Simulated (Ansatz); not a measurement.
# Y2CO2 monolayer: phonons and vibrational spectra, part 2 of 2

Aim: the phonons of Y2CO2 monolayer at a cell relaxed beforehand at this level. After the zone centre comes a 6×6×1 q mesh on a 12×12×1 k mesh.

Ansatz 0.2.0; DFT PBEsol, scalar-relativistic, plane waves, PAW.

So far. Step 2 (Modes at Γ): Before it was imposed, the acoustic sum rule was missed by 6.2e-5 eV/Å². Small misses are needed for a sound result but don't prove that mesh and cutoff are converged. The lowest optical mode is real, 65.2 cm⁻¹.

**3. Phonons on a q mesh (continued)**

The partial phonon density of states has structure finer than the step of the table below, so its rows give means over 50 cm⁻¹, whole bins alone (the curve runs from -10 to 563 cm⁻¹). Peaks (cm⁻¹: height): C 51.2: 0.00871, 173.7: 0.0106, 216.9: 0.0232, 245.7: 0.0269, 274.5: 0.0168, 346.5: 0.0116, 382.6: 0.0353; O 371.8: 0.0690, 429.4: 0.105, 508.6: 0.0546, 526.6: 0.0434; Y 54.8: 0.0353, 137.7: 0.0350, 173.7: 0.0337, 242.1: 0.0142, 368.2: 0.0246, 429.4: 0.0145.

Phonopy on the run's constants, 19x19x1 mesh, Gaussian sigma 4.1 cm-1. Interpolated from a 6×6×1 q mesh. Partial phonon density of states against wavenumber; means over each step; values in 1/cm⁻¹/cell:

```tsv
wavenumber (cm⁻¹)	C	O	Y
50	0.00434	0.00365	0.0229
100	9.9e-4	0.00309	0.0264
150	0.00450	0.00469	0.0289
200	0.0102	0.00438	0.0179
250	0.0167	0.00131	0.00597
300	0.00245	5.7e-6	1.9e-4
350	0.00639	0.0188	0.00678
400	0.0114	0.0195	0.00368
450	4.5e-4	0.0326	0.00436
500	0.00144	0.0233	0.00137
```

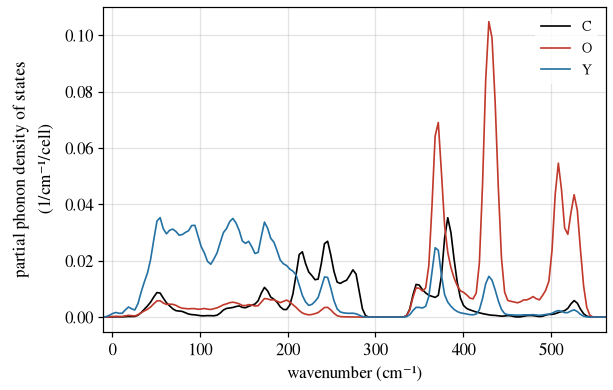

Partial phonon density of states, plotted against wavenumber.

Harmonic thermodynamic functions per atom, from the density of states. Interpolated from a 6×6×1 q mesh. Thermodynamic functions, by row:

```tsv
T (K)	F_vib (meV/atom)	S (J/mol-atom/K)	C_V (J/mol-atom/K)
0	51.87	0	0
100	48.58	7.906	10.18
200	35.29	17.5	17.53
300	12.94	25.34	20.91
400	-16.68	31.59	22.49
500	-52.16	36.71	23.31
600	-92.49	41	23.78
700	-136.9	44.69	24.07
800	-185	47.92	24.27
900	-236.2	50.79	24.41
1000	-290.1	53.37	24.5
```

Symmetry leaves 7 wavevectors to solve. The lowest mode among them, the acoustic zeros apart, lies at q = (0, 0.333, 0) and is real, 37.0 cm⁻¹.

**4. Isotope substitution, element C, natural mass 12.011 amu**

An isotope changes the mass and not the force constants, so no new electronic calculation is needed; the shifts show which modes move this element.

The same force constants with the mass of C changed from 12.011 to 13.003 u (phonopy, no LO-TO term). Both lists are sorted by frequency; levels can cross, so a row need not hold one and the same mode. Modes under 3 cm⁻¹ are left out. Isotope shifts, by row, the first 40 of 57 rows:

```tsv
q	rank	natural mass (cm⁻¹)	changed mass (cm⁻¹)
0 0 0	4	65.22	65.22
0 0 0	5	65.22	65.22
0 0 0	6	105.8	105.8
0 0 0	7	280.3	270.2
0 0 0	8	280.3	270.2
0 0 0	9	396.9	387.6
0 0 0	10	419.7	419.7
0 0 0	11	429.7	429.7
0 0 0	12	429.7	429.7
0 0 0	13	436.5	430.6
0 0 0	14	443.9	443.6
0 0 0	15	443.9	443.6
0 0.1667 0	1	39.97	39.89
0 0.1667 0	2	56.28	56.14
0 0.1667 0	3	74.46	74.22
0 0.1667 0	4	86.01	86.01
0 0.1667 0	5	119.8	119.7
0 0.1667 0	6	128.8	128.8
0 0.1667 0	7	266.3	256.6
0 0.1667 0	8	273.8	264.2
0 0.1667 0	9	350.6	343.9
0 0.1667 0	10	385.5	385.5
0 0.1667 0	11	412.9	408.5
0 0.1667 0	12	427.1	427.1
0 0.1667 0	13	439.2	439
0 0.1667 0	14	463.9	463.9
0 0.1667 0	15	508.8	504.9
0 0.3333 0	1	36.96	36.65
0 0.3333 0	2	77.86	77.81
0 0.3333 0	3	101.7	101.4
0 0.3333 0	4	119.8	119.8
0 0.3333 0	5	172	171.2
0 0.3333 0	6	192.7	192.5
0 0.3333 0	7	215.9	208.2
0 0.3333 0	8	243.6	238
0 0.3333 0	9	355.1	347.6
0 0.3333 0	10	373.3	372.8
0 0.3333 0	11	386.7	381.6
0 0.3333 0	12	423.7	423.7
0 0.3333 0	13	429.4	429.4
```

A mode of this element alone would shift by -3.89 %. The highest zone-centre frequency without the field goes from 443.9 to 443.6 cm⁻¹ (-0.1 %). The product of the frequency ratios over all optical modes at Γ is 0.894; the product rule, (m/m′)^(3k/2) (M′/M)^(3/2) with k = 1 such atoms and M the mass of the cell, gives 0.894.

**5. Another isotope, element O, natural mass 15.999 amu**

The same for O, from 16.00 to 18.00 u.

The same force constants with the mass of O changed from 15.999 to 17.999 u (phonopy, no LO-TO term). Both lists are sorted by frequency; levels can cross, so a row need not hold one and the same mode. Modes under 3 cm⁻¹ are left out. Isotope shifts, by row, the first 40 of 57 rows:

```tsv
q	rank	natural mass (cm⁻¹)	changed mass (cm⁻¹)
0 0 0	4	65.22	64.65
0 0 0	5	65.22	64.65
0 0 0	6	105.8	104.9
0 0 0	7	280.3	280.3
0 0 0	8	280.3	280.3
0 0 0	9	396.9	387.3
0 0 0	10	419.7	399
0 0 0	11	429.7	408.7
0 0 0	12	429.7	408.7
0 0 0	13	436.5	422.3
0 0 0	14	443.9	422.3
0 0 0	15	443.9	425.5
0 0.1667 0	1	39.97	39.65
0 0.1667 0	2	56.28	55.79
0 0.1667 0	3	74.46	73.78
0 0.1667 0	4	86.01	85.28
0 0.1667 0	5	119.8	119.1
0 0.1667 0	6	128.8	127.6
0 0.1667 0	7	266.3	266.2
0 0.1667 0	8	273.8	273.8
0 0.1667 0	9	350.6	341.4
0 0.1667 0	10	385.5	366.3
0 0.1667 0	11	412.9	398.5
0 0.1667 0	12	427.1	406.1
0 0.1667 0	13	439.2	417.7
0 0.1667 0	14	463.9	440.7
0 0.1667 0	15	508.8	489.6
0 0.3333 0	1	36.96	36.67
0 0.3333 0	2	77.86	77.48
0 0.3333 0	3	101.7	100.9
0 0.3333 0	4	119.8	118.8
0 0.3333 0	5	172	170.7
0 0.3333 0	6	192.7	190.3
0 0.3333 0	7	215.9	215.9
0 0.3333 0	8	243.6	242.7
0 0.3333 0	9	355.1	345.1
0 0.3333 0	10	373.3	356.8
0 0.3333 0	11	386.7	377.9
0 0.3333 0	12	423.7	402.6
0 0.3333 0	13	429.4	408.3
```

A mode of this element alone would shift by -5.72 %. The highest zone-centre frequency without the field goes from 443.9 to 425.5 cm⁻¹ (-4.1 %). The product of the frequency ratios over all optical modes at Γ is 0.721; the product rule, (m/m′)^(3k/2) (M′/M)^(3/2) with k = 2 such atoms and M the mass of the cell, gives 0.721.

**6. Results**

```yaml
space_group_within_0p01_a: P-3m1
area_per_atom: 2.11 Å²
electronic_character: no gap on this mesh
highest_optical_mode_at_the_zone_centre_no_lo_to_term: 444 cm⁻¹
lowest_optical_zone_centre_mode: 65.2 cm⁻¹
lowest_mode_on_the_q_mesh_acoustic_modes_at_gamma_apart: 37.0 cm⁻¹
highest_frequency_on_the_path_or_at_a_solved_wavevector: 537 cm⁻¹
zero_point_energy_per_atom: 51.9 meV
heat_capacity_at_300_k: 20.9 J/(mol atoms K)
vibrational_entropy_at_300_k: 25.3 J/(mol atoms K)
imaginary_modes_on_the_6x6x1_q_mesh: none
```

**Reading.** The structure is a minimum as far as tested: no mode is imaginary at the 7 irreducible wavevectors of the 6×6×1 mesh, and the softest away from the acoustic zeros lies at 37 cm⁻¹. The optical modes at Γ span 65 to 444 cm⁻¹. The highest mode in this list at Γ, 443.9 cm⁻¹, is mostly motion of O (85 % of the kinetic energy). On the path and the mesh, the widest gap between branches runs from 280 to 344 cm⁻¹. With no gap, or one that is small against the smearing, the frequencies hang on the k mesh and the smearing, most of all near Kohn anomalies. In a sheet or slab the interpolated bending branch near Γ is rough, since the rotational sum rule isn't imposed. The starting cell was built on a prototype and not taken from a measurement. These are harmonic frequencies at zero temperature: anharmonic shifts, linewidths and thermal expansion are left out.

[Logs are printed without paths, hosts, clocks, repeated set-up lines and the standing remarks that a program may print on its own settings, such as how far it seeks lower states.]

[Hosts, paths, dates, database ids (printed as entryN), source tags and the programs' standing remarks are cut or masked in the printed files.]
